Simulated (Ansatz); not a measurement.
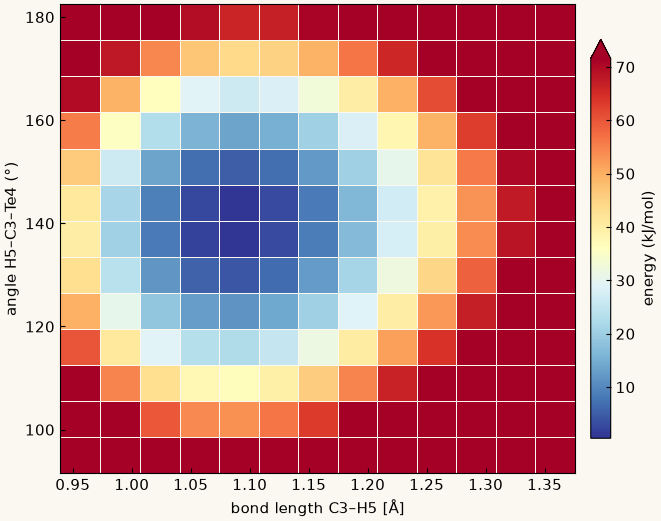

Energy landscape of C₂HFTe, SMILES FC1=C[Te]1. First axis: bond length C3–H5. Second axis: angle H5–C3–Te4. Nothing is relaxed (all other coordinates rigid). The grid has 13 × 13 points. All energies are given in kJ/mol relative to the relaxed molecule at the same level. The calculation used RKS wB97X-V/def2-SVP (Ansatz).

In the figure: one coloured cell a grid point, one colour for all values above the top of the scale. 

Where are the wells?

The lowest grid point is at bond length C3–H5 = 1.091 Å, angle H5–C3–Te4 = 137°, 0.41 kJ/mol from the relaxed molecule at the same level. No other kind of well shows on this grid. The highest grid point, bond length C3–H5 = 1.359 Å, angle H5–C3–Te4 = 95°, lies 164 kJ/mol above the lowest. Round the minimum the two coordinates are nearly uncoupled.

The values on the grid:

```
angle H5–C3–Te4 ↓, bond length C3–H5 →  0.956  0.990  1.024  1.057  1.091  1.124  1.158  1.191  1.225  1.258  1.292  1.325  1.359
                                   179    112     91     77     69     66     67     71     77     86     97    109    122    136
                                   172     89     68     54     47     44     45     50     57     66     77     90    103    118
                                   165     70     49     36     29     27     28     33     40     50     61     74     88    103
                                   158     56     36     23     16     14     15     20     28     38     50     63     77     92
                                   151     46     26     14      7      5      7     12     20     31     42     56     70     86
                                   144     41     21      9      2      1      3      8     17     27     39     53     68     84
                                   137     40     21      8      2      0      3      9     17     28     40     54     69     85
                                   130     43     24     12      5      4      7     13     21     32     44     59     74     90
                                   123     50     31     19     13     11     14     20     29     40     53     67     82     99
                                   116     60     41     29     23     22     25     32     40     52     64     79     94    111
                                   109     74     55     43     37     36     40     46     55     66     79     94    109    126
                                   102     90     71     60     54     53     56     63     72     84     97    112    127    144
                                    95    109     91     79     73     72     76     82     91    103    116    131    147    164
```

Time for the 169 points that were run: 52 min on 1 thread of Arm Neoverse N1, with other jobs on the host.
